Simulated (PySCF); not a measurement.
Potential energy curve for C2H2O, SMILES C=C=O. The C1–C4 bond (C1 also carries H, H; C4 carries O) is pulled apart rigidly from the PBE0/def2-TZVP optimised geometry.

RHF/cc-pVDZ (PySCF); UKS-PBE = unrestricted PBE/cc-pVDZ in PySCF 2.14.0; UKS-PBE0 = unrestricted PBE0/cc-pVDZ in PySCF.

Magnitude of the dipole moment (D; its direction can reverse along the curve, and a method can change to another solution) and Mulliken charge of the fragment that holds C1:

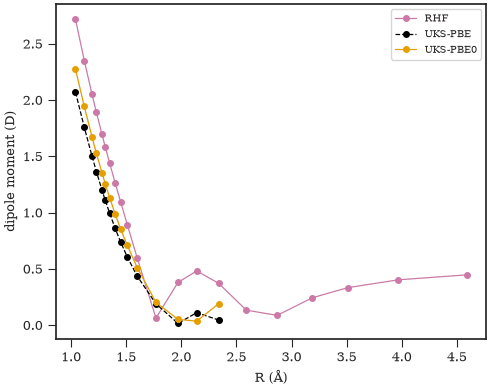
Figure. Dipole moment against bond length.

```csv
R / Å,μ RHF,q RHF,μ UKS-PBE,q UKS-PBE,μ UKS-PBE0,q UKS-PBE0
1.04,2.72,0.08,2.07,0.13,2.27,0.11
1.12,2.35,0.05,1.76,0.08,1.94,0.06
1.19,2.05,0.02,1.50,0.04,1.67,0.03
1.23,1.89,0.00,1.36,0.02,1.53,0.01
1.28,1.70,-0.01,1.20,0.00,1.35,-0.01
1.31,1.58,-0.02,1.11,-0.01,1.26,-0.02
1.35,1.44,-0.04,0.99,-0.02,1.13,-0.03
1.40,1.26,-0.05,0.86,-0.04,0.99,-0.04
1.45,1.09,-0.06,0.74,-0.05,0.85,-0.06
1.51,0.89,-0.08,0.61,-0.06,0.71,-0.07
1.60,0.60,-0.10,0.44,-0.08,0.51,-0.08
1.77,0.06,-0.13,0.19,-0.09,0.20,-0.10
1.97,0.38,-0.13,0.02,-0.09,0.05,-0.10
2.14,0.48,-0.11,0.11,-0.08,0.04,-0.08
2.34,0.37,-0.08,0.05,-0.07,0.19,-0.06
2.59,0.13,-0.05,—,—,—,—
2.87,0.09,-0.02,—,—,—,—
3.19,0.24,-0.01,—,—,—,—
3.51,0.33,0.00,—,—,—,—
3.97,0.40,0.00,—,—,—,—
4.59,0.45,0.00,—,—,—,—
```

Dashes: no converged value, or the column stops at the first point that the program doubted or that broke a chosen test of continuity, which isn't proof of a fault.

The restricted form behind RHF keeps the bonding electrons paired and can't separate into open-shell fragments. The unrestricted determinant behind UKS-PBE is spin-contaminated at 2.14 to 4.59 Å (<S²> up to 1.0, against 0.00 for a pure singlet). The unrestricted solution behind UKS-PBE0 changes between 1.97 and 2.14 Å, which can leave a kink. The unrestricted determinant behind UKS-PBE0 is spin-contaminated at 1.97 to 4.59 Å (<S²> up to 1.0, against 0.00 for a pure singlet).
